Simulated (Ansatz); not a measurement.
# Ni wire along [110], 35 atoms a period: bands along the axis, part 2 of 2

What gap, if any, does the Ni wire along [110], 35 atoms a period have, and how many channels would it open?

Ansatz 0.2.0; DFT PBE, plane waves, PAW; relaxation of a wire's period; PAW set soft_1 (the session's first sound run).

So far: Starting point; Relaxation of atoms and period.

**2. Relaxation of atoms and period (continued)**

Site moment by element, in μB:

| element | atoms | mean | spread (r.m.s.) | least | largest |
| --- | --- | --- | --- | --- | --- |
| Ni | 35 | 0.726 | 0.040 | 0.656 | 0.771 |

The atoms farthest from the mean of their element:

| atom | x, y, z (Å) | site moment (μB) |
| --- | --- | --- |
| Ni17 | 6.92, 10.87, 1.22 | 0.656 |
| Ni16 | 6.92, 8.38, 1.22 | 0.656 |
| Ni22 | 10.44, 8.38, 1.22 | 0.656 |
| Ni23 | 10.44, 10.87, 1.22 | 0.656 |
| Ni5 | 8.68, 9.62, 0.00 | 0.663 |
| Ni6 | 8.68, 14.64, 0.00 | 0.676 |
| Ni33 | 8.68, 4.61, 0.00 | 0.676 |
| Ni12 | 3.40, 10.84, 1.22 | 0.771 |

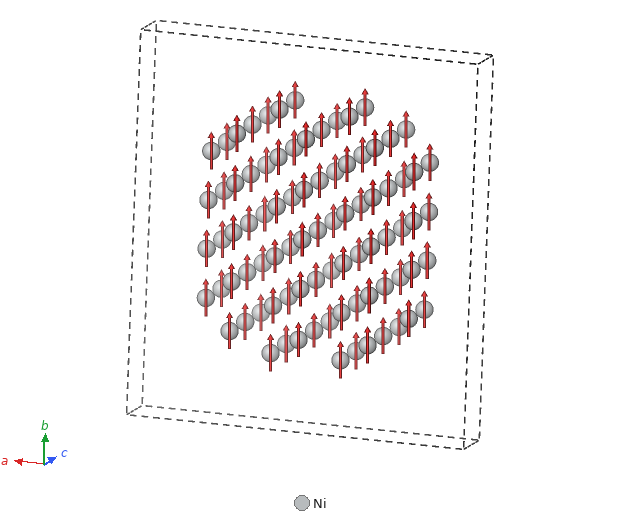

Site moment as arrows, the longest 0.771 μB. Up and down stand for the sign. Arrows give size and sign along the axis of quantisation, drawn up and down the page. 1×1×2 cells are drawn. Some periodic images of atoms are drawn too.

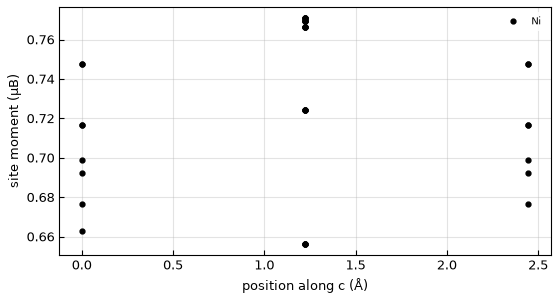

Site moment along the cell.

The cell's length comes to 2.446 Å with an absolute moment of 27.36 μB a cell.

**3. The perfect wire**

This step: DFT PBE, plane waves, PAW; bands of a perfect wire; PAW set soft_1 (Ansatz 0.2.0).

At the relaxed period the bands are computed along the axis; those that cross an energy going forward count the channels that a perfect wire would open there.

Input file input.yaml:

```yaml
crystal:
  lattice:
    - [17.36, 0.0, 0.0]
    - [0.0, 19.245, 0.0]
    - [0.0, 0.0, 2.4463379099]
  atoms:
    - { symbol: Ni, position: [0.295810256, 0.62751064, 0.0], spin: 0.72 }
    - { symbol: Ni, position: [0.296052748, 0.5, 0.0], spin: 0.7 }
    - { symbol: Ni, position: [0.29533177, 0.756241185, 0.0], spin: 0.75 }
    - { symbol: Ni, position: [0.5, 0.628668486, 0.0], spin: 0.69 }
    - { symbol: Ni, position: [0.5, 0.5, 0.0], spin: 0.66 }
    - { symbol: Ni, position: [0.5, 0.760508102, 0.0], spin: 0.68 }
    - { symbol: Ni, position: [0.704189744, 0.62751064, 0.0], spin: 0.72 }
    - { symbol: Ni, position: [0.703947252, 0.5, 0.0], spin: 0.7 }
    - { symbol: Ni, position: [0.70466823, 0.756241185, 0.0], spin: 0.75 }
    - { symbol: Ni, position: [0.199073837, 0.309272052, 0.5], spin: 0.77 }
    - { symbol: Ni, position: [0.196004382, 0.436765328, 0.5], spin: 0.77 }
    - { symbol: Ni, position: [0.196004382, 0.563234672, 0.5], spin: 0.77 }
    - { symbol: Ni, position: [0.199073837, 0.690727948, 0.5], spin: 0.77 }
    - { symbol: Ni, position: [0.396338203, 0.183671078, 0.5], spin: 0.77 }
    - { symbol: Ni, position: [0.398584893, 0.307095873, 0.5], spin: 0.72 }
    - { symbol: Ni, position: [0.398377173, 0.43526697, 0.5], spin: 0.66 }
    - { symbol: Ni, position: [0.398377173, 0.56473303, 0.5], spin: 0.66 }
    - { symbol: Ni, position: [0.398584893, 0.692904127, 0.5], spin: 0.72 }
    - { symbol: Ni, position: [0.396338203, 0.816328922, 0.5], spin: 0.77 }
    - { symbol: Ni, position: [0.603661797, 0.183671078, 0.5], spin: 0.77 }
    - { symbol: Ni, position: [0.601415107, 0.307095873, 0.5], spin: 0.72 }
    - { symbol: Ni, position: [0.601622827, 0.43526697, 0.5], spin: 0.66 }
    - { symbol: Ni, position: [0.601622827, 0.56473303, 0.5], spin: 0.66 }
    - { symbol: Ni, position: [0.601415107, 0.692904127, 0.5], spin: 0.72 }
    - { symbol: Ni, position: [0.603661797, 0.816328922, 0.5], spin: 0.77 }
    - { symbol: Ni, position: [0.800926163, 0.309272052, 0.5], spin: 0.77 }
    - { symbol: Ni, position: [0.803995618, 0.436765328, 0.5], spin: 0.77 }
    - { symbol: Ni, position: [0.803995618, 0.563234672, 0.5], spin: 0.77 }
    - { symbol: Ni, position: [0.800926163, 0.690727948, 0.5], spin: 0.77 }
    - { symbol: Ni, position: [0.295810256, 0.37248936, 0.0], spin: 0.72 }
    - { symbol: Ni, position: [0.29533177, 0.243758815, 0.0], spin: 0.75 }
    - { symbol: Ni, position: [0.5, 0.371331514, 0.0], spin: 0.69 }
    - { symbol: Ni, position: [0.5, 0.239491898, 0.0], spin: 0.68 }
    - { symbol: Ni, position: [0.704189744, 0.37248936, 0.0], spin: 0.72 }
    - { symbol: Ni, position: [0.70466823, 0.243758815, 0.0], spin: 0.75 }
magnetization:
  spin_polarized: true
kpoints:
  mp_grid: { grid: [1, 1, 33] }
  band_path: { path: ["Γ", Z], npoints: 90 }
scf:
  occupations: { method: fermi_dirac, width: 0.05 }
hamiltonian:
  xc: pbe
  pseudopotentials: { kind: paw, azcp: { folder: soft_1 } }
output:
  dos: { e_range: [-5, 4] }
  write_potential: true
  write_density: true
  volumetric_format: npy
```

Started as:

```bash
ansatz run input.yaml --threads 16 --pin off --max-ram 61440MiB --backend cuda --events-out ev --progress --plain --runs-dir out --max-vram 78GiB
```

Numbers of over 12 decimals in the logs are rounded to 6 here.

The program printed:

```text
[...]
Crystal: 35 atoms, lattice volume = 817.305 Å³
Basis set: ecut = 420 eV, 15823 PW (Γ)
Bands: 394, of which v1, the nominal top of the filled ones, is band 315 counted from 1 (314 counted from 0)
Symmetry: 8 space group operations
[...]
k-points: 17 of 33
[...]
Starting moments: Σ|m| = 25.44 μB on 35 of 35 sites
[...]
SCF iter   1: F=—  HF=-204346.105970 eV  |F-HF|=—  |Δ(HF+E_count)|=         —  Δρ=4.08e-2 (↑2.16e-2 ↓4.08e-2)  dr2=5.38e1  dr2_m=5.21e0  M=28.978 μB ∫|m|=30.455 μB  β_m=0.30  ethr=3.10e-3  ⟨swp⟩=7.4  Hψ=58177  notcnv=0  defer=776
[...]
SCF iter   6: F=—  HF=-204375.050795 eV  |F-HF|=—  |Δ(HF+E_count)|=   7.26e-1  Δρ=5.29e-3 (↑3.48e-3 ↓5.29e-3)  dr2=3.40e-1  dr2_m=3.35e-2  M=24.338 μB ∫|m|=27.548 μB  β_m=0.75  ethr=4.81e-5  ⟨swp⟩=2.4  Hψ=26654  notcnv=0  defer=1803
[...]
SCF iter  16: F=—  HF=-204375.092234 eV  |F-HF|=—  |Δ(HF+E_count)|=   2.01e-8  Δρ=2.32e-6 (↑1.88e-6 ↓2.32e-6)  dr2=7.86e-8  dr2_m=5.92e-9  M=24.094 μB ∫|m|=27.329 μB  β_m=0.50  ethr=3.02e-11  ⟨swp⟩=2.9  Hψ=27500  notcnv=0  defer=1800
[...]
SCF iter  18: F=-204375.092234 eV  HF=-204375.092234 eV  |F-HF|=2.45e-8  |Δ(HF+E_count)|=   9.14e-9  Δρ=1.18e-6 (↑3.29e-7 ↓1.18e-6)  dr2=2.89e-8  dr2_m=2.03e-9  M=24.094 μB ∫|m|=27.329 μB  ethr=1.25e-11  ⟨swp⟩=11.6  Hψ=55248  notcnv=0
SCF 1 converged in 18 iterations: F = -204375.092234 eV  dr2 = 2.89e-8
[...]
SCF converged after 18 iterations
[...]
```

Elapsed: 36 s, on 1 × NVIDIA GB200 with 16 threads of Arm Neoverse V2, shared host; peak memory 5 GiB; 6.2 min of CPU time.

Numbers from this step:

```
energy at zero smearing                 : -204374.8426 eV
band gap on the path through both edges : 0 eV
```

Between Γ and Z the bands cross the Fermi level 55 times, so a perfect wire would conduct at least 27.5 G₀, with an absolute moment of 27.36 μB a cell.

**4. Outcome**

| Property | Result |
| --- | --- |
| cell length, PBE | 2.446 Å |
| absolute moment, PBE | 27.4 μB |
| ballistic conductance by band crossings, a lower bound, PBE | 27.5 G₀ |

What this shows: Under PBE the cell's length is 2.45 Å, the absolute moment is 27.36 μB a cell, and the bands cross the Fermi level 55 times between Γ and Z, which gives a perfect wire at least 27.5 G₀ (opposite crossings within one step of the path cancel in such a count). In the perfect wire the moments were started parallel, and no opposed start was run. No search over magnetic orders was made; another may lie lower.

[Logs are printed without paths, hosts, clocks, repeated set-up lines and the standing remarks that a program may print on its own settings, such as how far it seeks lower states.]

[Hosts, paths, dates, database ids (printed as entryN), source tags and the programs' standing remarks are cut or masked in the printed files.]
